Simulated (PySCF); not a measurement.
## Electronic structure of C5H11FO2Si (SMILES CC(C)OC(=O)[SiH2]CF) in real space

| atom | x (Å) | y (Å) | z (Å) |
| --- | --- | --- | --- |
| C | -2.8002 | 0.5678 | 0.6933 |
| C | -1.7018 | -0.3711 | 0.2189 |
| C | -1.9806 | -0.9358 | -1.1691 |
| O | -0.4737 | 0.3896 | 0.1937 |
| C | 0.6777 | -0.2556 | 0.3434 |
| O | 0.7761 | -1.4492 | 0.5035 |
| Si | 2.1262 | 1.0045 | 0.2720 |
| C | 3.7304 | -0.0269 | 0.4521 |
| F | 4.8436 | 0.7913 | 0.4024 |
| H | -2.9115 | 1.3911 | -0.0074 |
| H | -2.5544 | 0.9745 | 1.6707 |
| H | -3.7409 | 0.0294 | 0.7620 |
| H | -1.5610 | -1.1957 | 0.9294 |
| H | -2.0606 | -0.1269 | -1.8918 |
| H | -1.1748 | -1.6011 | -1.4697 |
| H | -2.9103 | -1.4974 | -1.1582 |
| H | 1.9897 | 1.9541 | 1.3772 |
| H | 2.0845 | 1.6861 | -1.0223 |
| H | 3.7849 | -0.5603 | 1.4056 |
| H | 3.8513 | -0.7577 | -0.3529 |

Geometry: GFN2-xTB.

Theory: PySCF 2.14.0, PBE0/pcSseg-1, SCF density, gas phase, non-relativistic.

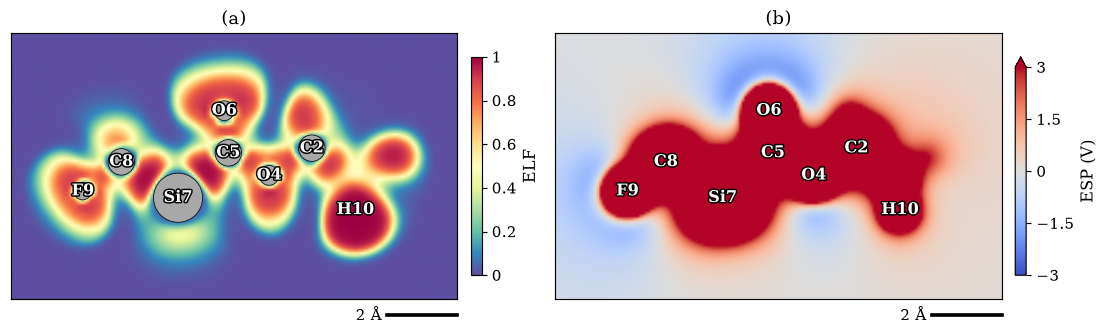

Figure 1. (a) electron localisation function; (b) molecular electrostatic potential on the plane of atoms C2, O4 and C5. Grey discs cover the atomic cores in the ELF map.

What does the map show?

Atoms in the plane: C, O, Si, F and H.
C–O (1.21 Å): the ELF peaks at about 0.85 between the atoms (a multiple bond).
C–F (1.38 Å): the ELF peaks at about 0.85 between the atoms: a polar covalent bond.
C–Si (1.92 Å): the ELF peaks at about 1 between the atoms, as expected for localised, covalent bonding.
C–O (1.33 Å): the ELF peaks at about 0.85 between the atoms; a polar covalent bond.
The ELF also peaks beside F9, O4 and O6, away from the bonds: lone-pair regions.
Outside the dense part of the molecule the potential is most negative (−1.8 V) near O6.

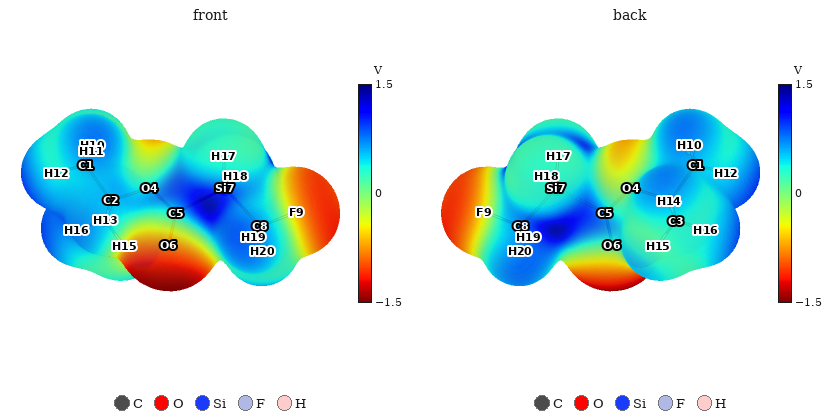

Figure 2. The electrostatic potential painted on the density surface at 0.002 e/bohr³, seen from the front and from behind; red is negative and blue positive.

Describe the electrostatic potential map.

The most negative region (about −1.5 V) lies over O6, the most positive (about +1.3 V) over Si7. O6 is the likeliest acceptor of a hydrogen bond.

What dipole moment does the calculation give?

Its dipole moment is 2.86 D.
